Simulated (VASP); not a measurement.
# Te2Mo: accuracy against cost in the number of MPI ranks and k-mesh, part 2 of 3

A convergence test on Te2Mo: the number of MPI ranks and k-mesh. The series runs use LDA. The start is a cell from a database of measured crystal structures.

VASP 6.6.1; LDA; plane waves and PAW (Te, Mo_sv).

Still holding for the runs below: This run has no spin polarisation, although Mo can carry a moment. Spin-orbit coupling is off here; with elements this heavy it splits and shifts levels by tenths of an eV or more.

So far. Step 5 (Number of MPI ranks: 8 ranks): Against the first of the series the energy stays within 0.01 meV an atom and the pressure within 0.01 GPa, after 16 cycles in 8.8 s.

**6. The number of MPI ranks series as a table**

This step: convergence of LDA results with the layout; plane waves and PAW (VASP 6.6.1).

No new run; the numbers come from the runs before.

Differences are taken from the run with 1 ranks. Results of the series, by row:

```csv
setting,status,energy less the reference (meV/atom),pressure (GPa),largest force difference (meV/Å),gap (eV),SCF cycles,wall time (s)
1 ranks,converged,0,-2.633,0,0.8032,16,34
2 ranks,converged,0,-2.633,0,0.8032,16,18.8
4 ranks,converged,0,-2.633,0,0.8032,16,11.6
8 ranks,converged,0,-2.633,0,0.8032,16,8.8
```

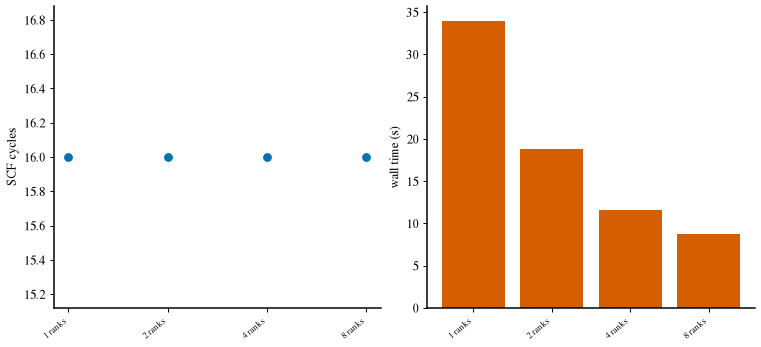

The SCF cycles and the wall time by setting.

**7. K-mesh: 2 2 1**

This step: LDA; plane waves and PAW (Te, Mo_sv) (VASP 6.6.1).

The sum over the zone converges with the mesh, fast for insulators and slowly for metals.

The input, INCAR:

```
SYSTEM = Te2Mo
PREC = Accurate
ENCUT = 400
EDIFF = 1E-06
NELM = 100
ISMEAR = -1
SIGMA = 0.05
LREAL = .FALSE.
ALGO = Normal
GGA = CA
NBANDS = 32
LASPH = .TRUE.
LORBIT = 11
LWAVE = .FALSE.
LCHARG = .FALSE.
NCORE = 8
ISIF = 2
```

The input, POSCAR:

```
Te2Mo
1.0
    3.5182000000      0.0000000000      0.0000000000
   -1.7591000000      3.0468505756      0.0000000000
    0.0000000000      0.0000000000     13.9736000000
Te Mo
4 2
Direct
    0.3333333333      0.6666666667      0.6210000000
    0.6666666667      0.3333333333      0.1210000000
    0.3333333333      0.6666666667      0.8790000000
    0.6666666667      0.3333333333      0.3790000000
    0.3333333333      0.6666666667      0.2500000000
    0.6666666667      0.3333333333      0.7500000000
```

The input, KPOINTS:

```
Automatic mesh
0
Gamma
2 2 1
0 0 0
```

PAW data sets: Te and Mo_sv (PBE family, release 64).

Command:

```bash
$ mpirun -np 8 vasp_std
```

Log:

```text
[banner, memory and clock lines left out]
running    8 mpi-ranks, on    1 nodes
 distrk:  each k-point on    8 cores,    1 groups
 distr:  one band on    8 cores,    1 groups

 POSCAR found type information on POSCAR TeMo
 POSCAR found :  2 types and       6 ions
 [... a notice as in an earlier step ...]

 [... a notice as in an earlier step ...]

 LDA part: xc-table for (Slater(with rela. corr.)+CA(PZ))
 , standard interpolation
 POSCAR, INCAR and KPOINTS ok, starting setup
 FFT: planning ... GRIDC
 FFT: planning ... GRID_SOFT
 FFT: planning ... GRID
 WAVECAR not read
 entering main loop
       N       E                     dE             d eps       ncg     rms          rms(c)
DAV:   1     0.322885918625E+03    0.32289E+03   -0.23907E+04   160   0.118E+03
DAV:   2    -0.228977897839E+02   -0.34578E+03   -0.33827E+03   168   0.303E+02
DAV:   3    -0.408796883706E+02   -0.17982E+02   -0.17787E+02   152   0.591E+01
DAV:   4    -0.413092903589E+02   -0.42960E+00   -0.42894E+00   160   0.941E+00
DAV:   5    -0.413217572275E+02   -0.12467E-01   -0.12463E-01   168   0.161E+00    0.216E+01
DAV:   6    -0.402438213983E+02    0.10779E+01   -0.91143E+00   160   0.142E+01    0.741E+00
DAV:   7    -0.400974276020E+02    0.14639E+00   -0.86612E+00   152   0.104E+01    0.631E+00
DAV:   8    -0.397436964288E+02    0.35373E+00   -0.15863E+00   144   0.541E+00    0.203E+00
DAV:   9    -0.397354072241E+02    0.82892E-02   -0.25341E-01   176   0.201E+00    0.106E+00
DAV:  10    -0.397309423650E+02    0.44649E-02   -0.17631E-02   168   0.683E-01    0.317E-01
DAV:  11    -0.397308934105E+02    0.48955E-04   -0.16529E-03   160   0.221E-01    0.151E-01
DAV:  12    -0.397308906797E+02    0.27308E-05   -0.26450E-04   176   0.597E-02    0.460E-02
DAV:  13    -0.397308806705E+02    0.10009E-04   -0.19669E-05   152   0.214E-02    0.336E-02
DAV:  14    -0.397308759916E+02    0.46789E-05   -0.23092E-05   160   0.183E-02    0.423E-03
DAV:  15    -0.397308759831E+02    0.84938E-08   -0.31753E-07   112   0.310E-03
   1 F= -.39730876E+02 E0= -.39730864E+02  d E =-.237982E-04
```

Wall time 2.8 s (8 MPI ranks of Intel Xeon Platinum 8488C (Sapphire Rapids), shared host); peak memory 0.86 GiB.

Parts of OUTCAR (step 7):

```text
   k-points           NKPTS =      2   k-points in BZ     NKDIM =      2   number of bands    NBANDS=     32

   NELECT =      52.0000    total number of electrons

 E-fermi :   8.5206

 k-point     1 :       0.0000    0.0000    0.0000
  band No.  band energies     occupation
    ...
     22       6.9262      2.00000
     23       6.9639      2.00000
     24       6.9639      2.00000
     25       7.6246      2.00000
     26       8.0139      1.99992
     27      10.7974      0.00000
     28      10.7974      0.00000
     29      10.9237      0.00000
     30      10.9237      0.00000
     31      10.9826      0.00000
    ...

  Total       -2.8865970     -2.8865970      1.3621284      0.0000000      0.0000000     -0.0000000
  in kB      -30.8756956    -30.8756956     14.5696343      0.0000000      0.0000000     -0.0000000
  external PRESSURE =     -15.7272523 kB  Pullay stress =       0.0000000 kB

 POSITION                                       TOTAL-FORCE (eV/Angst)
 -----------------------------------------------------------------------------------
     -0.00000      2.03123      8.67761         0.000000      0.000000      0.124214
      1.75910      1.01562      1.69081         0.000000     -0.000000      0.124214
     -0.00000      2.03123     12.28279        -0.000000     -0.000000     -0.124214
      1.75910      1.01562      5.29599        -0.000000     -0.000000     -0.124214
     -0.00000      2.03123      3.49340         0.000000      0.000000      0.000000
      1.75910      1.01562     10.48020        -0.000000     -0.000000      0.000000
 -----------------------------------------------------------------------------------
    total drift:                               -0.000000      0.000000     -0.000000

  FREE ENERGIE OF THE ION-ELECTRON SYSTEM (eV)
  ---------------------------------------------------
  free  energy   TOTEN  =       -39.7308759831 eV

  energy  without entropy=      -39.7308521849  energy(sigma->0) =      -39.73086408

[... 7 parts as in an earlier step ...]

[... 5 further parts left out ...]
```

This step gave:

```yaml
scf_cycles: 15
irreducible_k_points: 2
free_energy_toten: -39.73 eV
fermi_energy: 8.521 eV
pressure: -1.573 GPa
conduction_bottom_at_k: 0.5, 0, 0
least_direct_gap_at_k: 0.5, 0, 0
gap_on_the_k_mesh: 1.082 eV
least_direct_gap_on_the_k_mesh: 1.534 eV
```

The series starts at -6.6218 eV an atom and -1.57 GPa, after 15 cycles in 2.8 s.

**8. K-mesh: 3 3 1**

INCAR is that of step 7.

POSCAR is that of step 7.

The input, KPOINTS:

```
Automatic mesh
0
Gamma
3 3 1
0 0 0
```

Command:

```bash
$ mpirun -np 8 vasp_std
```

Log:

```text
[... set-up lines as in an earlier step ...]
 entering main loop
       N       E                     dE             d eps       ncg     rms          rms(c)
DAV:   1     0.320480730291E+03    0.32048E+03   -0.24398E+04   232   0.119E+03
DAV:   2    -0.243153919245E+02   -0.34480E+03   -0.33709E+03   232   0.303E+02
DAV:   3    -0.425574239037E+02   -0.18242E+02   -0.18051E+02   248   0.586E+01
DAV:   4    -0.429578195728E+02   -0.40040E+00   -0.39997E+00   240   0.832E+00
[...]
DAV:  12    -0.414924847741E+02    0.61367E-04   -0.23317E-04   232   0.744E-02    0.157E-01
DAV:  13    -0.414924518166E+02    0.32957E-04   -0.14549E-04   240   0.562E-02    0.517E-02
DAV:  14    -0.414924522050E+02   -0.38834E-06   -0.39377E-06   224   0.102E-02
   1 F= -.41492452E+02 E0= -.41492430E+02  d E =-.450658E-04
```

Run time: 2.6 s. Hardware: 8 MPI ranks; peak memory 0.86 GiB.

Parts of OUTCAR (step 8):

```text
  Total       -2.8561516     -2.8561516     -2.8153787     -0.0000000      0.0000000      0.0000000
  in kB      -30.5500442    -30.5500442    -30.1139282     -0.0000000      0.0000000      0.0000000
  external PRESSURE =     -30.4046722 kB  Pullay stress =       0.0000000 kB

 POSITION                                       TOTAL-FORCE (eV/Angst)
 -----------------------------------------------------------------------------------
     -0.00000      2.03123      8.67761        -0.000000     -0.000000      0.503063
      1.75910      1.01562      1.69081        -0.000000     -0.000000      0.503063
     -0.00000      2.03123     12.28279        -0.000000     -0.000000     -0.503063
      1.75910      1.01562      5.29599        -0.000000     -0.000000     -0.503063
     -0.00000      2.03123      3.49340        -0.000000      0.000000      0.000000
      1.75910      1.01562     10.48020         0.000000     -0.000000      0.000000
 -----------------------------------------------------------------------------------
    total drift:                               -0.000000      0.000000     -0.000000

  FREE ENERGIE OF THE ION-ELECTRON SYSTEM (eV)
  ---------------------------------------------------
  free  energy   TOTEN  =       -41.4924522050 eV

  energy  without entropy=      -41.4924071391  energy(sigma->0) =      -41.49242967

[... 1 part as in an earlier step ...]

[... 2 further parts left out ...]
[key lines of the parts left out:]
E-fermi :   8.4120
```

Against the run before the energy moves by -293.59 meV an atom and the pressure by -1.47 GPa, after 14 cycles in 2.6 s.

**9. K-mesh: 4 4 1**

INCAR: that of step 8 with these lines changed.

```diff
@@ -15,3 +15,4 @@
 LCHARG = .FALSE.
-NCORE = 8
+KPAR = 2
+NCORE = 4
 ISIF = 2
```

POSCAR is that of step 8.

The input, KPOINTS:

```
Automatic mesh
0
Gamma
4 4 1
0 0 0
```

Command:

```bash
$ mpirun -np 8 vasp_std
```

Log:

```text
[banner, memory and clock lines left out]
running    8 mpi-ranks, on    1 nodes
[...]
[... a notice as in an earlier step ...]

 LDA part: xc-table for (Slater(with rela. corr.)+CA(PZ))
 , standard interpolation
 POSCAR, INCAR and KPOINTS ok, starting setup
[...]
entering main loop
       N       E                     dE             d eps       ncg     rms          rms(c)
DAV:   1     0.328253230308E+03    0.32825E+03   -0.24251E+04   312   0.119E+03
DAV:   2    -0.241044711405E+02   -0.35236E+03   -0.34030E+03   328   0.303E+02
DAV:   3    -0.425442733229E+02   -0.18440E+02   -0.18188E+02   312   0.599E+01
DAV:   4    -0.430025294328E+02   -0.45826E+00   -0.45746E+00   304   0.977E+00
[...]
DAV:  12    -0.414049551358E+02    0.55131E-04   -0.16789E-04   304   0.717E-02    0.159E-01
DAV:  13    -0.414049142403E+02    0.40896E-04   -0.20534E-04   336   0.719E-02    0.377E-02
DAV:  14    -0.414049151092E+02   -0.86895E-06   -0.69639E-06   272   0.142E-02
   1 F= -.41404915E+02 E0= -.41404898E+02  d E =-.338099E-04
```

Elapsed: 3.2 s, on 8 MPI ranks; peak memory 1 GiB; 18 s of CPU time.

OUTCAR, selected parts (step 9):

```text
  Total       -2.7932949     -2.7932949     -1.9784169     -0.0000000      0.0000000      0.0000000
  in kB      -29.8777154    -29.8777154    -21.1615953     -0.0000000      0.0000000      0.0000000
  external PRESSURE =     -26.9723420 kB  Pullay stress =       0.0000000 kB

 POSITION                                       TOTAL-FORCE (eV/Angst)
 -----------------------------------------------------------------------------------
     -0.00000      2.03123      8.67761         0.000000     -0.000000      0.234071
      1.75910      1.01562      1.69081         0.000000     -0.000000      0.234071
     -0.00000      2.03123     12.28279         0.000000     -0.000000     -0.234071
      1.75910      1.01562      5.29599         0.000000     -0.000000     -0.234071
     -0.00000      2.03123      3.49340         0.000000     -0.000000     -0.000000
      1.75910      1.01562     10.48020        -0.000000      0.000000     -0.000000
 -----------------------------------------------------------------------------------
    total drift:                               -0.000000      0.000000     -0.000000

  FREE ENERGIE OF THE ION-ELECTRON SYSTEM (eV)
  ---------------------------------------------------
  free  energy   TOTEN  =       -41.4049151092 eV

  energy  without entropy=      -41.4048812993  energy(sigma->0) =      -41.40489820

[... 1 part as in an earlier step ...]

[... 2 further parts left out ...]
[key lines of the parts left out:]
E-fermi :   8.2979
```

Against the run before the energy moves by +14.59 meV an atom and the pressure by +0.34 GPa, after 14 cycles in 3.2 s.

**10. K-mesh: 5 5 1**

INCAR is that of step 9.

POSCAR is that of step 9.

The input, KPOINTS:

```
Automatic mesh
0
Gamma
5 5 1
0 0 0
```

Command:

```bash
$ mpirun -np 8 vasp_std
```

Log:

```text
[... set-up lines as in an earlier step ...]
 entering main loop
       N       E                     dE             d eps       ncg     rms          rms(c)
DAV:   1     0.318257824435E+03    0.31826E+03   -0.24077E+04   392   0.118E+03
DAV:   2    -0.252964704122E+02   -0.34355E+03   -0.33459E+03   400   0.299E+02
DAV:   3    -0.424265543898E+02   -0.17130E+02   -0.16904E+02   376   0.580E+01
DAV:   4    -0.429034489611E+02   -0.47689E+00   -0.47455E+00   408   0.969E+00
[...]
DAV:  14    -0.412851958714E+02    0.27701E-05   -0.79730E-06   352   0.120E-02    0.421E-02
DAV:  15    -0.412851948032E+02    0.10683E-05   -0.15237E-06   288   0.705E-03    0.225E-02
DAV:  16    -0.412851943116E+02    0.49159E-06   -0.20885E-06   296   0.532E-03
   1 F= -.41285194E+02 E0= -.41285099E+02  d E =-.190919E-03
```

Elapsed: 3.6 s, on 8 MPI ranks; peak memory 1 GiB; 22 s of CPU time.

From OUTCAR (step 10):

```text
  Total       -2.4004133     -2.4004133     -2.0046027     -0.0000000      0.0000000      0.0000000
  in kB      -25.6753646    -25.6753646    -21.4416842     -0.0000000      0.0000000      0.0000000
  external PRESSURE =     -24.2641378 kB  Pullay stress =       0.0000000 kB

 POSITION                                       TOTAL-FORCE (eV/Angst)
 -----------------------------------------------------------------------------------
     -0.00000      2.03123      8.67761         0.000000      0.000000      0.241982
      1.75910      1.01562      1.69081        -0.000000     -0.000000      0.241982
     -0.00000      2.03123     12.28279         0.000000      0.000000     -0.241982
      1.75910      1.01562      5.29599        -0.000000     -0.000000     -0.241982
     -0.00000      2.03123      3.49340        -0.000000      0.000000      0.000000
      1.75910      1.01562     10.48020         0.000000     -0.000000      0.000000
 -----------------------------------------------------------------------------------
    total drift:                               -0.000000      0.000000     -0.000000

  FREE ENERGIE OF THE ION-ELECTRON SYSTEM (eV)
  ---------------------------------------------------
  free  energy   TOTEN  =       -41.2851943116 eV

  energy  without entropy=      -41.2850033921  energy(sigma->0) =      -41.28509885

[... 1 part as in an earlier step ...]

[... 2 further parts left out ...]
[key lines of the parts left out:]
E-fermi :   8.1747
```

Against the run before the energy moves by +19.97 meV an atom and the pressure by +0.27 GPa, after 16 cycles in 3.6 s.

**11. K-mesh: 6 6 2**

INCAR: that of step 10 with these lines changed.

```diff
@@ -15,4 +15,3 @@
 LCHARG = .FALSE.
-KPAR = 2
-NCORE = 4
+KPAR = 8
 ISIF = 2
```

POSCAR is that of step 10.

The input, KPOINTS:

```
Automatic mesh
0
Gamma
6 6 2
0 0 0
```

Command:

```bash
$ mpirun -np 8 vasp_std
```

Log:

```text
[banner, memory and clock lines left out]
running    8 mpi-ranks, on    1 nodes
[...]
[... a notice as in an earlier step ...]

 [... a notice as in an earlier step ...]

 LDA part: xc-table for (Slater(with rela. corr.)+CA(PZ))
 , standard interpolation
 POSCAR, INCAR and KPOINTS ok, starting setup
[...]
entering main loop
       N       E                     dE             d eps       ncg     rms          rms(c)
DAV:   1     0.327367110436E+03    0.32737E+03   -0.24299E+04  1088   0.119E+03
DAV:   2    -0.241278689428E+02   -0.35149E+03   -0.34387E+03  1136   0.303E+02
DAV:   3    -0.425233736275E+02   -0.18396E+02   -0.18196E+02  1120   0.590E+01
DAV:   4    -0.429550823139E+02   -0.43171E+00   -0.43043E+00  1104   0.930E+00
[...]
DAV:  12    -0.413444584548E+02    0.52770E-04   -0.17444E-04  1056   0.725E-02    0.163E-01
DAV:  13    -0.413444184771E+02    0.39978E-04   -0.15879E-04  1160   0.634E-02    0.564E-02
DAV:  14    -0.413444191726E+02   -0.69557E-06   -0.49111E-06   896   0.108E-02
   1 F= -.41344419E+02 E0= -.41344402E+02  d E =-.342508E-04
```

It took 7.4 s on 8 MPI ranks; peak memory 1.7 GiB; 50 s of CPU time.

OUTCAR, selected parts (step 11):

```text
  Total       -2.5824322     -2.5824322     -2.3539276      0.0000000      0.0000000     -0.0000000
  in kB      -27.6222800    -27.6222800    -25.1781432      0.0000000      0.0000000     -0.0000000
  external PRESSURE =     -26.8075677 kB  Pullay stress =       0.0000000 kB

 POSITION                                       TOTAL-FORCE (eV/Angst)
 -----------------------------------------------------------------------------------
     -0.00000      2.03123      8.67761        -0.000000     -0.000000      0.195503
      1.75910      1.01562      1.69081        -0.000000      0.000000      0.195503
     -0.00000      2.03123     12.28279        -0.000000     -0.000000     -0.195503
      1.75910      1.01562      5.29599        -0.000000     -0.000000     -0.195503
     -0.00000      2.03123      3.49340         0.000000     -0.000000     -0.000000
      1.75910      1.01562     10.48020         0.000000      0.000000     -0.000000
 -----------------------------------------------------------------------------------
    total drift:                               -0.000000      0.000000     -0.000000

  FREE ENERGIE OF THE ION-ELECTRON SYSTEM (eV)
  ---------------------------------------------------
  free  energy   TOTEN  =       -41.3444191726 eV

  energy  without entropy=      -41.3443849218  energy(sigma->0) =      -41.34440205

[... 1 part as in an earlier step ...]

[... 2 further parts left out ...]
[key lines of the parts left out:]
E-fermi :   8.2440
```

Against the run before the energy moves by -9.88 meV an atom and the pressure by -0.25 GPa, after 14 cycles in 7.4 s.

**12. K-mesh: 9 9 2**

INCAR is that of step 11.

POSCAR is that of step 11.

The input, KPOINTS:

```
Automatic mesh
0
Gamma
9 9 2
0 0 0
```

Command:

```bash
$ mpirun -np 8 vasp_std
```

Log:

```text
[... set-up lines as in an earlier step ...]
 entering main loop
       N       E                     dE             d eps       ncg     rms          rms(c)
DAV:   1     0.324619723935E+03    0.32462E+03   -0.24306E+04  1880   0.119E+03
DAV:   2    -0.245673034151E+02   -0.34919E+03   -0.34051E+03  1952   0.302E+02
DAV:   3    -0.425464033263E+02   -0.17979E+02   -0.17696E+02  1928   0.584E+01
DAV:   4    -0.429581351191E+02   -0.41173E+00   -0.41017E+00  1888   0.887E+00
[...]
DAV:  12    -0.413452760350E+02    0.48335E-04   -0.19542E-04  1768   0.737E-02    0.159E-01
DAV:  13    -0.413452347266E+02    0.41308E-04   -0.16136E-04  2032   0.648E-02    0.545E-02
DAV:  14    -0.413452349539E+02   -0.22724E-06   -0.53010E-06  1584   0.108E-02
   1 F= -.41345235E+02 E0= -.41345216E+02  d E =-.370070E-04
```

The job ended after 10 s (8 MPI ranks; peak memory 1.9 GiB; 69 s of CPU time).

From OUTCAR (step 12):

```text
  Total       -2.5875563     -2.5875563     -2.3275639      0.0000000      0.0000000     -0.0000000
  in kB      -27.6770890    -27.6770890    -24.8961507      0.0000000      0.0000000     -0.0000000
  external PRESSURE =     -26.7501096 kB  Pullay stress =       0.0000000 kB

 POSITION                                       TOTAL-FORCE (eV/Angst)
 -----------------------------------------------------------------------------------
     -0.00000      2.03123      8.67761        -0.000000      0.000000      0.199916
      1.75910      1.01562      1.69081        -0.000000      0.000000      0.199916
     -0.00000      2.03123     12.28279        -0.000000      0.000000     -0.199916
      1.75910      1.01562      5.29599        -0.000000     -0.000000     -0.199916
     -0.00000      2.03123      3.49340         0.000000     -0.000000     -0.000000
      1.75910      1.01562     10.48020        -0.000000      0.000000     -0.000000
 -----------------------------------------------------------------------------------
    total drift:                               -0.000000      0.000000     -0.000000

  FREE ENERGIE OF THE ION-ELECTRON SYSTEM (eV)
  ---------------------------------------------------
  free  energy   TOTEN  =       -41.3452349539 eV

  energy  without entropy=      -41.3451979469  energy(sigma->0) =      -41.34521645

[... 1 part as in an earlier step ...]

[... 2 further parts left out ...]
[key lines of the parts left out:]
E-fermi :   8.2353
```

Against the run before the energy moves by -0.14 meV an atom and the pressure by +0.01 GPa, after 14 cycles in 10 s.

[end of part 2 of 3]

[Lines on the potential files, build, host, timing and source positions are cut from VASP's logs without a mark.]

[Logs are printed without paths, hosts, clocks, repeated set-up lines and the standing remarks that a program may print on its own settings, such as how far it seeks lower states.]

[Hosts, paths, dates, database ids (printed as entryN), source tags and the programs' standing remarks are cut or masked in the printed files.]

[A measured line is paired with the nearest computed mode of its activity, which favours agreement.]
